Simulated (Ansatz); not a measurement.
Geometry relaxation, with input and output: SiH2ClF (part 1 of 2)

- system: SiH2ClF
- method: RKS CAM-B3LYP-D4/def2-SVP (Ansatz 0.2.0)

The input holds or restrains some coordinates. It belongs to a series of runs on one base structure; here: pulled along the bonds that form and break, towards end B.

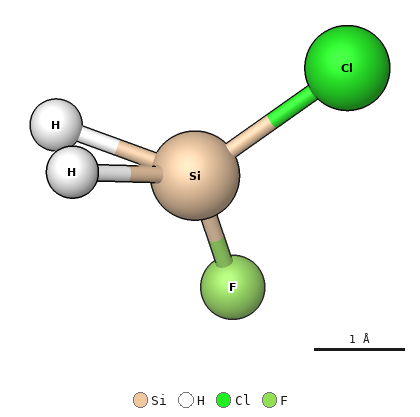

Fig. 1: The structure as given in the input (ball-and-stick view, seen at a tilt).

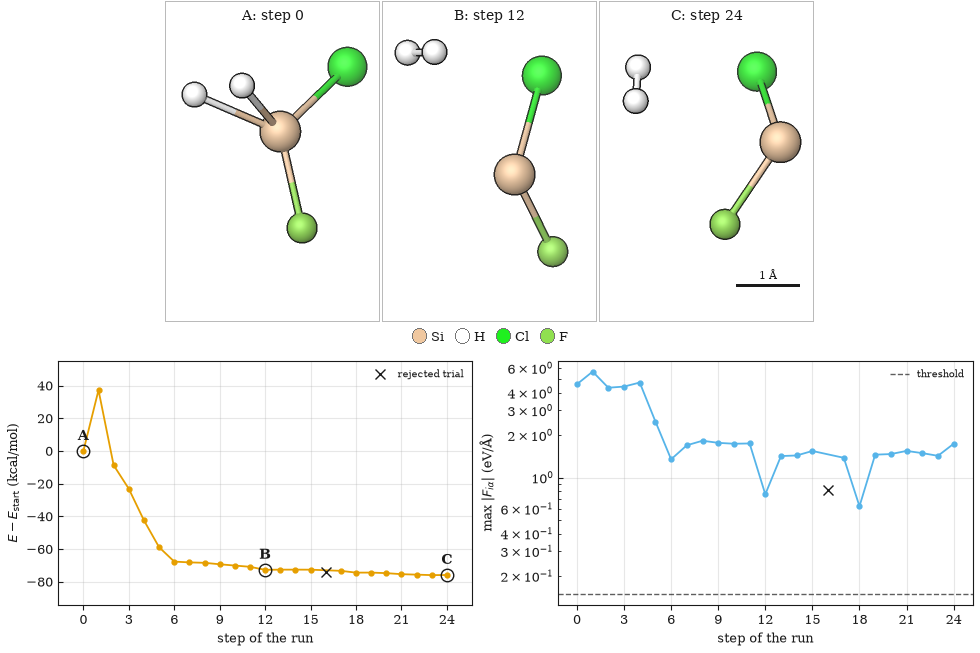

Fig. 2: Frames of the restrained relaxation (ball-and-stick view, seen at a tilt) above the curves, on which the letters mark them (the first geometry is step 0 here and step 1 in the log).

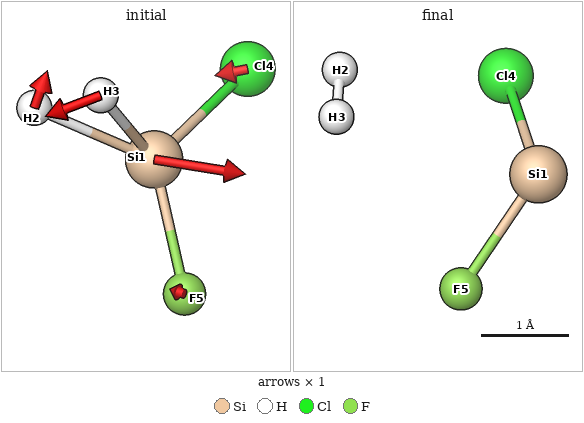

Fig. 3: Before (left) and after (right) the restrained relaxation, at one scale (ball-and-stick view, seen at a tilt). The red arrows give the displacements, at true length. Over 24 geometry steps the energy falls by 75.8 kcal/mol. Largest force component: 4.6 eV/Å at the start, 1.7 eV/Å at the end. The line search rejected the trial step at point 16 (counted from 0) and went back. Si1 moves most after the best rigid fit: 1.09 Å. Largest moves by element: Si 1.09 Å, H 0.70 Å, Cl 0.40 Å, F 0.21 Å. Among the contacts that change: Si1–H2 1.660 → 2.662 Å, H2–H3 1.010 → 0.719 Å, Si1–F5 1.589 → 1.624 Å, Si1–Cl4 2.128 → 2.095 Å. New bonds form: H2–H3 (1.01 → 0.72 Å). Bonds break: Si1–H2 (1.66 → 2.66 Å), Si1–H3 (1.66 → 2.66 Å). Among the angles that change: Cl4–Si1–F5 109.5° → 100.2°. (Atoms are counted from 1 in the order of the input.)

These pictures come from the run below.

## Input file
```yaml
crystal:
  periodic: [false, false, false]
  atoms:
    - { symbol: Si, position_ang: [0.0, 0.0, 0.0] }
    - { symbol: H, position_ang: [0.9994, 0.0, 1.3254] }
    - { symbol: H, position_ang: [1.5827, 0.0, 0.5009] }
    - { symbol: Cl, position_ang: [-1.0032, 1.7381, -0.7093] }
    - { symbol: F, position_ang: [-0.7489, -1.2974, -0.5295] }
basis:
  gaussian: { orbitals: def2-SVP }
hamiltonian:
  xc: cam_b3lyp
  dispersion: d4
relax:
  f_tol: 0.15
  max_steps: 25
  restrain:
    - { distance: [1, 2], at: 0.66, k: 30.0 }
    - { distance: [0, 1], at: 2.66, k: 30.0 }
    - { distance: [0, 2], at: 2.66, k: 30.0 }
```

Launched with:
```bash
ansatz run input.yaml --threads 1 --pin off --max-ram 2048MiB --backend cpu --events-out ev --progress --plain --runs-dir out
```

## Log
```
The last accepted step is kept in [file] (removed where the run ends without a failure and the disk answers)
Engine: ansatz 0.2.0, x86_64-unknown-linux-gnu
Functional definition: CAM-B3LYP
  parameter alpha = 0.19
  parameter beta = 0.46
  parameter omega = 0.33/bohr
  parameter ac = 0.81
  exchange = (1 - alpha - beta)*b88_x + beta*b88_x_sr(omega) + alpha*exact_x + beta*exact_x_lr(omega)
  correlation = (1 - ac)*vwn5_c + ac*lyp_c
593 factors; integrals over basis functions are off by at most 4.2e-4 eV
213 factors; integrals over basis functions are off by at most 1.3e-6 eV
mean field evaluation 1: about -23137.2148 eV, gradient 2.8e1 eV
mean field evaluation 2: about -23136.5084 eV, gradient 3.7e1 eV
mean field evaluation 4: about -23138.5991 eV, gradient 8.5e-1 eV
mean field evaluation 8: about -23138.6022 eV, gradient 9.8e-3 eV
mean field -23138.60222175 eV, -850.3279477414 hartree, gradient 2.2e-5 eV, S^2 0.000000; 0 other end points of the search recorded, 0 dependent functions left out
the calculation of the forces begins
reference -23138.60231815 eV, -850.3279512841 hartree; 21, 21 occupied and 39, 39 virtual orbitals, 593 factors
relax step   1: F+E_penalty+E_count = -23138.68003883 eV  Δ(F+E_penalty+E_count) = +0.000e0 eV  max|allowed force component| = 4.605e0 eV/Å  E_restraint = 31.83604869 eV  max|allowed force component, restraints' pulls added| = 4.354e1 eV/Å  Δτ_max = 0.0000 Å  (24 SCF iters, accepted)
  distance H 1 - H 2 = 1.0100 Å
  distance Si 0 - H 1 = 1.6600 Å
  distance Si 0 - H 2 = 1.6601 Å
these checks for a lower state are left out or cut short: starts, cluster_reference, orbital_swaps, neighbouring_geometries, increment
593 factors; integrals over basis functions are off by at most 5.1e-4 eV
213 factors; integrals over basis functions are off by at most 1.8e-6 eV
mean field evaluation 16: about -23136.9625 eV, gradient 5.4e-1 eV
mean field -23136.96732485 eV, -850.2678663884 hartree, gradient 4.8e-5 eV, S^2 0.000000; 0 other end points of the search recorded, 0 dependent functions left out
[... from here on the field's lines of each further geometry are left out, up to the last ...]
relax step   2: F+E_penalty+E_count = -23137.06301316 eV  Δ(F+E_penalty+E_count) = +1.617e0 eV  max|allowed force component| = 5.665e0 eV/Å  E_restraint = 16.84821519 eV  max|allowed force component, restraints' pulls added| = 2.794e1 eV/Å  Δτ_max = 0.1950 Å  (35 SCF iters, accepted)
relax step   3: F+E_penalty+E_count = -23139.05644959 eV  Δ(F+E_penalty+E_count) = -1.993e0 eV  max|allowed force component| = 4.352e0 eV/Å  E_restraint = 6.27291100 eV  max|allowed force component, restraints' pulls added| = 1.760e1 eV/Å  Δτ_max = 0.1949 Å  (49 SCF iters, accepted)
relax step   4: F+E_penalty+E_count = -23139.68072101 eV  Δ(F+E_penalty+E_count) = -6.243e-1 eV  max|allowed force component| = 4.434e0 eV/Å  E_restraint = 0.35509376 eV  max|allowed force component, restraints' pulls added| = 5.899e0 eV/Å  Δτ_max = 0.1952 Å  (28 SCF iters, accepted)
relax step   5: F+E_penalty+E_count = -23140.51879619 eV  Δ(F+E_penalty+E_count) = -8.381e-1 eV  max|allowed force component| = 4.737e0 eV/Å  E_restraint = 0.10284476 eV  max|allowed force component, restraints' pulls added| = 4.689e0 eV/Å  Δτ_max = 0.1947 Å  (31 SCF iters, accepted)
relax step   6: F+E_penalty+E_count = -23141.23133098 eV  Δ(F+E_penalty+E_count) = -7.125e-1 eV  max|allowed force component| = 2.505e0 eV/Å  E_restraint = 0.08785381 eV  max|allowed force component, restraints' pulls added| = 2.520e0 eV/Å  Δτ_max = 0.1945 Å  (31 SCF iters, accepted)
relax step   7: F+E_penalty+E_count = -23141.61247322 eV  Δ(F+E_penalty+E_count) = -3.811e-1 eV  max|allowed force component| = 1.350e0 eV/Å  E_restraint = 0.06805222 eV  max|allowed force component, restraints' pulls added| = 5.341e-1 eV/Å  Δτ_max = 0.1948 Å  (28 SCF iters, accepted)
relax step   8: F+E_penalty+E_count = -23141.63365814 eV  Δ(F+E_penalty+E_count) = -2.118e-2 eV  max|allowed force component| = 1.697e0 eV/Å  E_restraint = 0.05197269 eV  max|allowed force component, restraints' pulls added| = 3.000e-1 eV/Å  Δτ_max = 0.1360 Å  (28 SCF iters, accepted)
relax step   9: F+E_penalty+E_count = -23141.64469506 eV  Δ(F+E_penalty+E_count) = -1.104e-2 eV  max|allowed force component| = 1.829e0 eV/Å  E_restraint = 0.05312164 eV  max|allowed force component, restraints' pulls added| = 3.882e-1 eV/Å  Δτ_max = 0.0729 Å  (26 SCF iters, accepted)
relax step  10: F+E_penalty+E_count = -23141.68351861 eV  Δ(F+E_penalty+E_count) = -3.882e-2 eV  max|allowed force component| = 1.767e0 eV/Å  E_restraint = 0.07272636 eV  max|allowed force component, restraints' pulls added| = 6.868e-1 eV/Å  Δτ_max = 0.1956 Å  (28 SCF iters, accepted)
relax step  11: F+E_penalty+E_count = -23141.71756951 eV  Δ(F+E_penalty+E_count) = -3.405e-2 eV  max|allowed force component| = 1.741e0 eV/Å  E_restraint = 0.07911714 eV  max|allowed force component, restraints' pulls added| = 7.010e-1 eV/Å  Δτ_max = 0.1952 Å  (28 SCF iters, accepted)
relax step  12: F+E_penalty+E_count = -23141.75065354 eV  Δ(F+E_penalty+E_count) = -3.308e-2 eV  max|allowed force component| = 1.749e0 eV/Å  E_restraint = 0.04912173 eV  max|allowed force component, restraints' pulls added| = 6.090e-1 eV/Å  Δτ_max = 0.1971 Å  (28 SCF iters, accepted)
relax step  13: F+E_penalty+E_count = -23141.83108930 eV  Δ(F+E_penalty+E_count) = -8.044e-2 eV  max|allowed force component| = 7.615e-1 eV/Å  E_restraint = 0.12504991 eV  max|allowed force component, restraints' pulls added| = 1.885e0 eV/Å  Δτ_max = 0.1925 Å  (28 SCF iters, accepted)
relax step  14: F+E_penalty+E_count = -23141.82609360 eV  Δ(F+E_penalty+E_count) = +4.996e-3 eV  max|allowed force component| = 1.423e0 eV/Å  E_restraint = 0.05523531 eV  max|allowed force component, restraints' pulls added| = 4.314e-1 eV/Å  Δτ_max = 0.2000 Å  (32 SCF iters, accepted)
relax step  15: F+E_penalty+E_count = -23141.82597762 eV  Δ(F+E_penalty+E_count) = +1.160e-4 eV  max|allowed force component| = 1.437e0 eV/Å  E_restraint = 0.05447414 eV  max|allowed force component, restraints' pulls added| = 4.223e-1 eV/Å  Δτ_max = 0.0052 Å  (25 SCF iters, accepted)
relax step  16: F+E_penalty+E_count = -23141.82686381 eV  Δ(F+E_penalty+E_count) = -8.862e-4 eV  max|allowed force component| = 1.547e0 eV/Å  E_restraint = 0.04900389 eV  max|allowed force component, restraints' pulls added| = 3.175e-1 eV/Å  Δτ_max = 0.0800 Å  (30 SCF iters, accepted)
relax step  17: F+E_penalty+E_count = -23141.88935239 eV  Δ(F+E_penalty+E_count) = -6.249e-2 eV  max|allowed force component| = 8.152e-1 eV/Å  E_restraint = 0.26966746 eV  max|allowed force component, restraints' pulls added| = 3.786e0 eV/Å  Δτ_max = 0.1956 Å  (31 SCF iters, rejected (line search))
relax step  18: F+E_penalty+E_count = -23141.85749984 eV  Δ(F+E_penalty+E_count) = -3.064e-2 eV  max|allowed force component| = 1.383e0 eV/Å  E_restraint = 0.05453313 eV  max|allowed force component, restraints' pulls added| = 1.923e-1 eV/Å  Δτ_max = 0.0978 Å  (30 SCF iters, accepted)
relax step  19: F+E_penalty+E_count = -23141.90533622 eV  Δ(F+E_penalty+E_count) = -4.784e-2 eV  max|allowed force component| = 6.262e-1 eV/Å  E_restraint = 0.10099475 eV  max|allowed force component, restraints' pulls added| = 1.325e0 eV/Å  Δτ_max = 0.0979 Å  (31 SCF iters, accepted)
relax step  20: F+E_penalty+E_count = -23141.90395200 eV  Δ(F+E_penalty+E_count) = +1.384e-3 eV  max|allowed force component| = 1.456e0 eV/Å  E_restraint = 0.05473479 eV  max|allowed force component, restraints' pulls added| = 1.053e-1 eV/Å  Δτ_max = 0.1500 Å  (30 SCF iters, accepted)
relax step  21: F+E_penalty+E_count = -23141.91891728 eV  Δ(F+E_penalty+E_count) = -1.497e-2 eV  max|allowed force component| = 1.470e0 eV/Å  E_restraint = 0.05904248 eV  max|allowed force component, restraints' pulls added| = 7.366e-1 eV/Å  Δτ_max = 0.1954 Å  (31 SCF iters, accepted)
relax step  22: F+E_penalty+E_count = -23141.94629633 eV  Δ(F+E_penalty+E_count) = -2.738e-2 eV  max|allowed force component| = 1.548e0 eV/Å  E_restraint = 0.05370968 eV  max|allowed force component, restraints' pulls added| = 4.320e-1 eV/Å  Δτ_max = 0.1944 Å  (30 SCF iters, accepted)
relax step  23: F+E_penalty+E_count = -23141.95859521 eV  Δ(F+E_penalty+E_count) = -1.230e-2 eV  max|allowed force component| = 1.493e0 eV/Å  E_restraint = 0.05526181 eV  max|allowed force component, restraints' pulls added| = 4.956e-1 eV/Å  Δτ_max = 0.1918 Å  (28 SCF iters, accepted)
relax step  24: F+E_penalty+E_count = -23141.97123042 eV  Δ(F+E_penalty+E_count) = -1.264e-2 eV  max|allowed force component| = 1.429e0 eV/Å  E_restraint = 0.06042522 eV  max|allowed force component, restraints' pulls added| = 3.062e-1 eV/Å  Δτ_max = 0.1230 Å  (28 SCF iters, accepted)
the calculation of the forces begins
reference -23141.88826782 eV, -850.4487077072 hartree; 21, 21 occupied and 39, 39 virtual orbitals, 594 factors
relax step  25: F+E_penalty+E_count = -23141.96848768 eV  Δ(F+E_penalty+E_count) = +2.743e-3 eV  max|allowed force component| = 1.740e0 eV/Å  E_restraint = 0.05190903 eV  max|allowed force component, restraints' pulls added| = 3.885e-2 eV/Å  Δτ_max = 0.0840 Å  (24 SCF iters, accepted)
  distance H 1 - H 2 = 0.7187 Å
  distance Si 0 - H 1 = 2.6623 Å
  distance Si 0 - H 2 = 2.6621 Å
594 factors; integrals over basis functions are off by at most 3.2e-4 eV
213 factors; integrals over basis functions are off by at most 2.2e-6 eV
mean field -23141.88817322 eV, -850.4487042306 hartree, gradient 4.1e-5 eV, S^2 0.000000; 1 other end points of the search recorded, 0 dependent functions left out
the calculation of the forces begins
reference -23141.88826782 eV, -850.4487077072 hartree; 21, 21 occupied and 39, 39 virtual orbitals, 594 factors
Total energy: -23141.96858228 eV, -850.4516592091 hartree
Atom 0 at    -0.053328    -0.096425    -1.072097 Å, force    -0.078301     0.001118    -0.148596 eV/Å
Atom 1 at     1.299295     0.368139     1.173472 Å, force    -0.297209     1.740466     0.195427 eV/Å
Atom 2 at     1.438965    -0.334830     1.119427 Å, force     0.383139    -1.733543    -0.058846 eV/Å
Atom 3 at    -0.940218     1.682779    -0.411699 Å, force    -0.001780     0.016326     0.002614 eV/Å
Atom 4 at    -0.914714    -1.178964    -0.221602 Å, force    -0.005850    -0.024367     0.009400 eV/Å
Dipole moment:     0.241704    -0.059774    -0.089327 e Å
```
